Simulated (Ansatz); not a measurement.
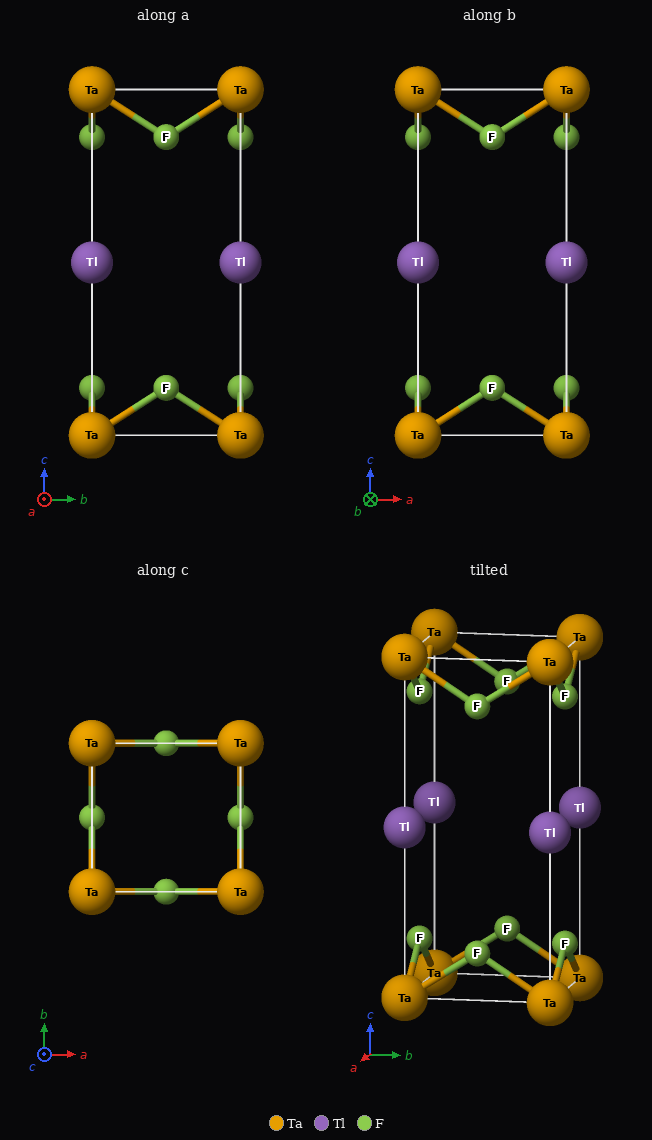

An orthographic ball-and-stick view of the structure, along the a axis, along the b axis, along the c axis and slightly off an axis. The conventional unit cell is drawn as a box.

Lattice parameters: a = 3.581 Å, b = 3.581 Å, c = 8.342 Å, α = 90.00°, β = 90.00°, γ = 90.00°.

**Record the structure as a table of Wyckoff sites, with free fractional coordinates to two decimals.**

Space group P4/mmm (No. 123).
```json
{"atom": "Ta", "site": "1a", "x": "0.00", "y": "0.00", "z": "0.00"}
{"atom": "Tl", "site": "1b", "x": "0.00", "y": "0.00", "z": "0.50"}
{"atom": "F", "site": "4i", "x": "0.00", "y": "0.50", "z": "0.14"}
```

Starting structure: a structure type filled with these elements by a generator (whether the compound takes this form wasn't checked). A relaxation with DFT PBE, scalar-relativistic, plane waves, PAW (Ansatz) gave the geometry drawn.
